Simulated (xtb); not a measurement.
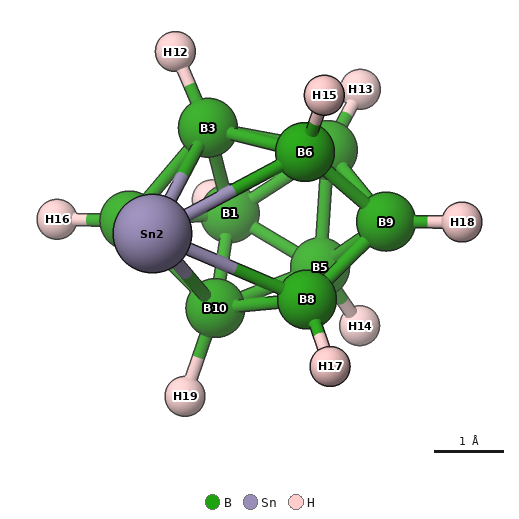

The structure as given in the input (ball-and-stick view, seen at a tilt; atoms are numbered from 1 in the order of the input). Sticks mark near contacts. Bond lengths as drawn: B–B 1.62 to 1.89 Å, B–H 1.12 to 1.38 Å and B–Sn 2.25 to 2.61 Å.

**SnB₉H₉ (charge −2): geometry relaxation (part 1 of 5)**

SnB₉H₉, charge −2, computed with GFN2-xTB (xtb 6.7.1 later snapshot).

Output
```
* xtb version 6.7.1
   ID    Z sym.   atoms
    1    5 B      1, 3-10
    2   50 Sn     2
    3    1 H      11-19

           -------------------------------------------------
          |                Calculation Setup                |
           -------------------------------------------------

          program call               : xtb struc.xyz --gfn2 -o tight --input detailed.inp -c -2 -P 1
          coordinate file            : struc.xyz
          omp threads                :                     1

molecular fragmentation (1/2 indicates fragments):
1111111111122121212
# atoms in fragment 1/2:    14     5
 fragment masses (1/2) :      220.04        5.04
CMA distance (Bohr)    :   2.319
constraining FC (au)   :  0.0500

           -------------------------------------------------
          |                 G F N 2 - x T B                 |
           -------------------------------------------------

      * Hamiltonian:
        H0-scaling (s, p, d)           1.850000    2.230000    2.230000
        zeta-weighting                 0.500000
      * Dispersion:
        s8                             2.700000
        a1                             0.520000
        a2                             5.000000
        s9                             5.000000
      * Repulsion:
        kExp                           1.500000    1.000000
        rExp                           1.000000
      * Coulomb:
        alpha                          2.000000
        third order                    shell-resolved
        anisotropic                    true
        a3                             3.000000
        a5                             4.000000
        cn-shift                       1.200000
        cn-exp                         4.000000
        max-rad                        5.000000

          ...................................................
          :                      SETUP                      :
          :.................................................:
          :  # basis functions                  55          :
          :  # atomic orbitals                  54          :
          :  # shells                           30          :
          :  # electrons                        42          :
          :  max. iterations                   250          :
          :  Hamiltonian                  GFN2-xTB          :
          :  restarted?                      false          :
          :  GBSA solvation                  false          :
          :  PC potential                    false          :
          :  electronic temp.          300.0000000     K    :
          :  accuracy                    1.0000000          :
          :  -> integral cutoff          0.2500000E+02      :
          :  -> integral neglect         0.1000000E-07      :
          :  -> SCF convergence          0.1000000E-05 Eh   :
          :  -> wf. convergence          0.1000000E-03 e    :
          :  Broyden damping             0.4000000          :
          :  net charge                         -2          :
          :  unpaired electrons                  0          :
          ...................................................

 iter      E             dE          RMSdq      gap      omega  full diag
   1    -14.3536218 -0.143536E+02  0.165E+01    1.21       0.0  T
   2     -8.3212731  0.603235E+01  0.326E+01    0.17       1.0  T
   3    -11.7678875 -0.344661E+01  0.285E+01    0.23       1.0  T
   4    -11.0289513  0.738936E+00  0.262E+01    0.37       1.0  T
   5    -15.7393703 -0.471042E+01  0.183E+01    3.07       1.0  T
   6    -18.1251667 -0.238580E+01  0.879E+00    2.75       1.0  T
   7    -18.1340215 -0.885475E-02  0.832E+00    2.44       1.0  T
   8    -18.0650345  0.689869E-01  0.756E+00    2.90       1.0  T
   9    -18.0744827 -0.944820E-02  0.698E+00    2.80       1.0  T
  10    -18.0998750 -0.253923E-01  0.486E+00    2.82       1.0  T
  11    -18.1420978 -0.422228E-01  0.334E+00    2.86       1.0  T
  12    -18.1521747 -0.100768E-01  0.304E+00    2.83       1.0  T
  13    -18.1546069 -0.243225E-02  0.296E+00    2.82       1.0  T
  14    -18.1498114  0.479550E-02  0.325E+00    2.82       1.0  T
  15    -18.1631189 -0.133075E-01  0.234E+00    2.84       1.0  T
  16    -18.1726353 -0.951638E-02  0.103E+00    2.85       1.0  T
  17    -18.1741798 -0.154449E-02  0.703E-01    2.86       1.0  T
  18    -18.1754102 -0.123049E-02  0.475E-01    2.84       1.0  T
  19    -18.1760848 -0.674595E-03  0.247E-01    2.82       1.0  T
  20    -18.1762351 -0.150222E-03  0.134E-01    2.81       1.0  T
  21    -18.1762530 -0.179158E-04  0.943E-02    2.81       1.0  T
  22    -18.1762639 -0.109339E-04  0.618E-02    2.81       1.0  T
  23    -18.1762733 -0.942577E-05  0.231E-02    2.81       1.0  T
  24    -18.1762749 -0.154814E-05  0.411E-03    2.81       5.6  T
  25    -18.1762747  0.163871E-06  0.753E-03    2.81       3.0  T
  26    -18.1762749 -0.143314E-06  0.370E-03    2.81       6.2  T
  27    -18.1762749 -0.594910E-07  0.113E-03    2.81      20.4  T
  28    -18.1762749 -0.200693E-09  0.392E-04    2.81      58.5  T
  29    -18.1762749 -0.238121E-09  0.244E-04    2.81      94.1  T

   *** convergence criteria satisfied after 29 iterations ***

         #    Occupation            Energy/Eh            Energy/eV
      -------------------------------------------------------------
         1        2.0000           -0.3712928             -10.1034
       ...           ...                  ...                  ...
        15        2.0000           -0.0354116              -0.9636
        16        2.0000           -0.0297499              -0.8095
        17        2.0000           -0.0234761              -0.6388
        18        2.0000           -0.0184537              -0.5021
        19        2.0000           -0.0162970              -0.4435
        20        2.0000            0.0033846               0.0921
        21        2.0000            0.0059200               0.1611 (HOMO)
        22                          0.1093324               2.9751 (LUMO)
        23                          0.1643391               4.4719
        24                          0.1820711               4.9544
        25                          0.1839296               5.0050
        26                          0.2820813               7.6758
       ...                                ...                  ...
        54                          1.0638260              28.9482
      -------------------------------------------------------------
                  HL-Gap            0.1034125 Eh            2.8140 eV
             Fermi-level            0.0576262 Eh            1.5681 eV

 SCC (total)                   0 d,  0 h,  0 min,  0.036 sec
 SCC setup                      ...        0 min,  0.000 sec (  0.354%)
 Dispersion                     ...        0 min,  0.000 sec (  0.287%)
 classical contributions        ...        0 min,  0.000 sec (  0.068%)
 integral evaluation            ...        0 min,  0.003 sec (  8.149%)
 iterations                     ...        0 min,  0.026 sec ( 71.123%)
 molecular gradient             ...        0 min,  0.007 sec ( 19.619%)
 printout                       ...        0 min,  0.000 sec (  0.354%)

         :::::::::::::::::::::::::::::::::::::::::::::::::::::
         ::                     SUMMARY                     ::
         :::::::::::::::::::::::::::::::::::::::::::::::::::::
         :: total energy             -18.009836961289 Eh    ::
         :: gradient norm              0.129439076372 Eh/a0 ::
         :: HOMO-LUMO gap              2.813996659316 eV    ::
         ::.................................................::
         :: SCC energy               -18.176214979553 Eh    ::
         :: -> isotropic ES            0.482043499253 Eh    ::
         :: -> anisotropic ES         -0.033132502413 Eh    ::
         :: -> anisotropic XC          0.006410218435 Eh    ::
         :: -> dispersion             -0.033748886353 Eh    ::
         :: repulsion energy           0.166378018264 Eh    ::
         :: add. restraining           0.000000000000 Eh    ::
         :: total charge              -2.000000000000 e     ::
         :::::::::::::::::::::::::::::::::::::::::::::::::::::

      -----------------------------------------------------------
     |                       L-ANC optimizer                     |
      -----------------------------------------------------------
          low memory version by Sebastian Ehlert

          ...................................................
          :                      SETUP                      :
          :.................................................:
          :   energy convergence        0.1000000E-05 Eh    :
          :   grad. convergence         0.8000000E-03 Eh/a0 :
          :   optimization log               true           :
          :   writing optlog all                1     steps :
          :   Hessian reset                    20     steps :
          :   maximium step len.        1.0000000     a0    :
          :   LBFGS images                     20           :
          ...................................................
 * calculating model hessian...
Using Lindh-Hessian (1995)
 Shifting diagonal of input Hessian by    1.0000000000000000E-002
 Lowest  eigenvalues of input Hessian
    0.000000    0.000000    0.000000    0.000000    0.000000    0.000000
    0.016691    0.018359    0.020898    0.021819    0.022861    0.025455
    0.026768    0.027518    0.028293    0.029241    0.032568    0.033843
 Highest eigenvalues
    0.820160    0.855785    0.940217    0.986803    1.070135    1.177913

........................................................................
.............................. CYCLE    1 ..............................
........................................................................

 iter      E             dE          RMSdq      gap      omega  full diag
   1    -18.1804065 -0.181804E+02  0.117E+00    2.86       0.0  T
   2    -18.1724973  0.790914E-02  0.783E-01    2.68       1.0  T
   3    -18.1585291  0.139683E-01  0.124E+00    2.96       1.0  T
   4    -18.1813414 -0.228124E-01  0.420E-01    2.80       1.0  T
   5    -18.1824243 -0.108290E-02  0.129E-01    2.81       1.0  T
   6    -18.1824387 -0.143321E-04  0.110E-01    2.78       1.0  T
   7    -18.1825012 -0.625192E-04  0.335E-02    2.80       1.0  T
   8    -18.1825179 -0.167224E-04  0.149E-02    2.80       1.5  T
   9    -18.1825174  0.485366E-06  0.139E-02    2.80       1.6  T
  10    -18.1825189 -0.143509E-05  0.631E-03    2.80       3.6  T
  11    -18.1825189 -0.576887E-07  0.437E-03    2.80       5.3  T
  12    -18.1825190 -0.882539E-07  0.107E-03    2.80      21.5  T
  13    -18.1825190 -0.327786E-08  0.735E-04    2.80      31.2  T
  14    -18.1825190 -0.148555E-08  0.273E-04    2.80      84.2  T
     SCC iter.                  ...        0 min,  0.012 sec
     gradient                   ...        0 min,  0.007 sec
 * total energy  :   -18.0315691 Eh     change       -0.2173211E-01 Eh
   gradient norm :     0.0669086 Eh/a0  converged?    E=F G=F D=F
   step length   :     0.3813825 a0

........................................................................
.............................. CYCLE    2 ..............................
........................................................................

 iter      E             dE          RMSdq      gap      omega  full diag
   1    -18.1865155 -0.181865E+02  0.736E-01    2.78       0.0  T
   2    -18.1852081  0.130748E-02  0.583E-01    2.69       1.0  T
   3    -18.1807689  0.443918E-02  0.582E-01    2.83       1.0  T
   4    -18.1853229 -0.455402E-02  0.345E-01    2.70       1.0  T
   5    -18.1868504 -0.152753E-02  0.218E-01    2.73       1.0  T
   6    -18.1868428  0.762858E-05  0.112E-01    2.72       1.0  T
   7    -18.1870384 -0.195623E-03  0.461E-02    2.74       1.0  T
   8    -18.1870390 -0.535359E-06  0.242E-02    2.75       1.0  T
   9    -18.1870421 -0.313325E-05  0.133E-02    2.74       1.7  T
  10    -18.1870434 -0.126219E-05  0.499E-03    2.74       4.6  T
  11    -18.1870435 -0.163787E-06  0.161E-03    2.74      14.2  T
  12    -18.1870435 -0.138564E-07  0.837E-04    2.74      27.4  T
  13    -18.1870435 -0.370417E-08  0.430E-04    2.74      53.4  T
     SCC iter.                  ...        0 min,  0.011 sec
     gradient                   ...        0 min,  0.007 sec
 * total energy  :   -18.0387845 Eh     change       -0.7215423E-02 Eh
   gradient norm :     0.0201885 Eh/a0  converged?    E=F G=F D=F
   step length   :     0.4162901 a0

........................................................................
.............................. CYCLE    3 ..............................
........................................................................

 iter      E             dE          RMSdq      gap      omega  full diag
   1    -18.1859886 -0.181860E+02  0.369E-01    2.71       0.0  T
   2    -18.1859449  0.437022E-04  0.224E-01    2.73       1.0  T
   3    -18.1848414  0.110341E-02  0.354E-01    2.68       1.0  T
   4    -18.1859190 -0.107758E-02  0.191E-01    2.72       1.0  T
   5    -18.1859432 -0.241675E-04  0.179E-01    2.72       1.0  T
   6    -18.1860112 -0.680067E-04  0.731E-02    2.72       1.0  T
   7    -18.1860398 -0.285840E-04  0.160E-02    2.72       1.4  T
   8    -18.1860400 -0.248579E-06  0.107E-02    2.72       2.2  T
   9    -18.1860403 -0.295260E-06  0.511E-03    2.72       4.5  T
  10    -18.1860404 -0.861035E-07  0.209E-03    2.72      11.0  T
  11    -18.1860404 -0.219229E-07  0.697E-04    2.72      32.9  T
  12    -18.1860404 -0.424308E-08  0.101E-04    2.72     227.9  T
     SCC iter.                  ...        0 min,  0.010 sec
     gradient                   ...        0 min,  0.007 sec
 * total energy  :   -18.0397565 Eh     change       -0.9720030E-03 Eh
   gradient norm :     0.0101809 Eh/a0  converged?    E=F G=F D=F
   step length   :     0.1932370 a0

........................................................................
.............................. CYCLE    4 ..............................
........................................................................

 iter      E             dE          RMSdq      gap      omega  full diag
   1    -18.1861312 -0.181861E+02  0.183E-01    2.75       0.0  T
   2    -18.1861159  0.153210E-04  0.113E-01    2.74       1.0  T
   3    -18.1857246  0.391333E-03  0.170E-01    2.77       1.0  T
   4    -18.1861071 -0.382492E-03  0.627E-02    2.75       1.0  T
   5    -18.1861374 -0.302987E-04  0.346E-02    2.75       1.0  T
   6    -18.1861383 -0.928402E-06  0.290E-02    2.75       1.0  T
   7    -18.1861428 -0.450915E-05  0.214E-03    2.75      10.7  T
   8    -18.1861428 -0.115257E-07  0.291E-03    2.75       7.9  T
   9    -18.1861428 -0.271744E-07  0.944E-04    2.75      24.3  T
  10    -18.1861428 -0.490847E-08  0.651E-04    2.75      35.2  T
     SCC iter.                  ...        0 min,  0.008 sec
     gradient                   ...        0 min,  0.007 sec
 * total energy  :   -18.0399779 Eh     change       -0.2213588E-03 Eh
   gradient norm :     0.0069770 Eh/a0  converged?    E=F G=F D=F
   step length   :     0.0674384 a0

........................................................................
.............................. CYCLE    5 ..............................
........................................................................

 iter      E             dE          RMSdq      gap      omega  full diag
   1    -18.1863894 -0.181864E+02  0.111E-01    2.76       0.0  T
   2    -18.1863879  0.148934E-05  0.839E-02    2.76       1.0  T
   3    -18.1863697  0.181314E-04  0.572E-02    2.76       1.0  T
   4    -18.1863915 -0.217431E-04  0.244E-02    2.76       1.0  T
   5    -18.1863923 -0.810245E-06  0.183E-02    2.76       1.3  T
   6    -18.1863904  0.186000E-05  0.136E-02    2.76       1.7  T
   7    -18.1863928 -0.236212E-05  0.641E-03    2.76       3.6  T
   8    -18.1863930 -0.181538E-06  0.204E-03    2.76      11.2  T
   9    -18.1863930 -0.106453E-07  0.106E-03    2.76      21.6  T
  10    -18.1863930 -0.966304E-08  0.520E-04    2.76      44.1  T
  11    -18.1863930 -0.463764E-09  0.229E-04    2.76     100.1  T
     SCC iter.                  ...        0 min,  0.009 sec
     gradient                   ...        0 min,  0.007 sec
 * total energy  :   -18.0401073 Eh     change       -0.1294698E-03 Eh
   gradient norm :     0.0038736 Eh/a0  converged?    E=F G=F D=F
   step length   :     0.0586440 a0
```
